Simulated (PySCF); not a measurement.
Consider C2H8Ge (charge +1, doublet).

Input

```
{"job": {"kind": "sp", "xc": "wB97X", "basis": "ma-def2-TZVP", "d3": "d3bj", "grid": 2}, "charge": 1, "multiplicity": 2}
C     -1.260800     0.672107    -0.161113
C     -0.527547    -0.595987    -0.145422
Ge     1.683177    -0.190126     0.251539
H     -1.278817     1.196990     0.805397
H     -0.983963     1.345421    -0.985746
H     -2.326826     0.390791    -0.360000
H     -0.633800    -1.257696     0.728216
H     -0.332382    -1.106140    -1.101500
H      1.968355     0.691688    -0.960939
H      1.544516     0.489453     1.610905
H      2.170074    -1.635536     0.217985
```

Command:

```sh
OMP_NUM_THREADS=1 python redox_run.py task.json out
```

Geometry: PBE0-D3(BJ)/ma-def2-SVP.

All numbers below come from DFT single point, gas phase, functional wB97X in PySCF 2.14.0, density-fitted response routines.

> What can the converged electron density, electron localisation function and spin density tell about the bonding?

C–C (1.46 Å): ρ at the midpoint is about 1.9 e/Å³; the ELF peaks at about 0.95 between the atoms (a shared electron pair).
C–Ge (2.28 Å): ρ at the midpoint is about 0.39 e/Å³; the ELF peaks at about 0.80 in the valence shell of C, 0.8 Å from its nucleus, and is about 0.65 at the midpoint.
C–H (1.12 Å): ρ at the midpoint is about 1.8 e/Å³; the ELF climbs to about 1 towards the hydrogen, as it does in any bond to H (a covalent bond by its length).
Ge–H (1.53 Å): ρ at the midpoint is about 1.1 e/Å³; the ELF climbs to about 1 towards the hydrogen.
The unpaired spin (1 electron) lies mostly on C2 (about 0.4), Ge3 (about 0.3) and C1 (about 0.1), in electrons by Hirshfeld's partition.

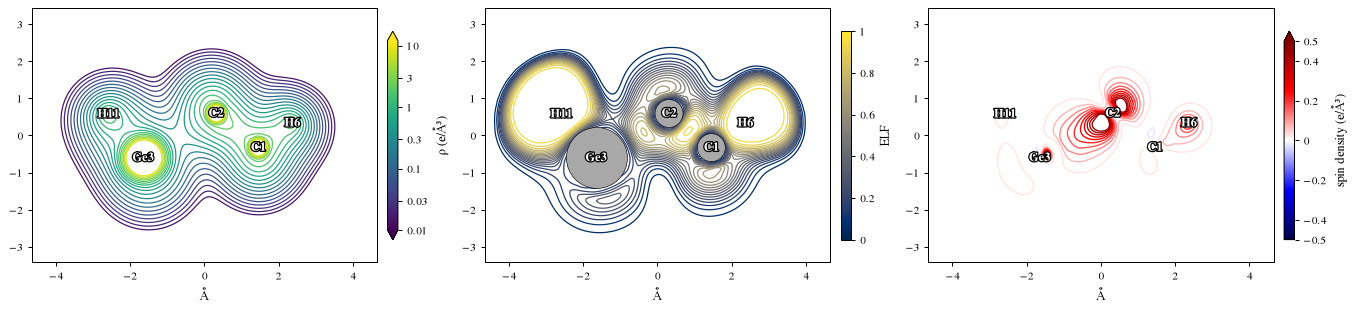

Computed electron density, electron localisation function and spin density on the plane of atoms C2, Ge3 and H11, in this order. Grey discs cover the atomic cores in the ELF map. 
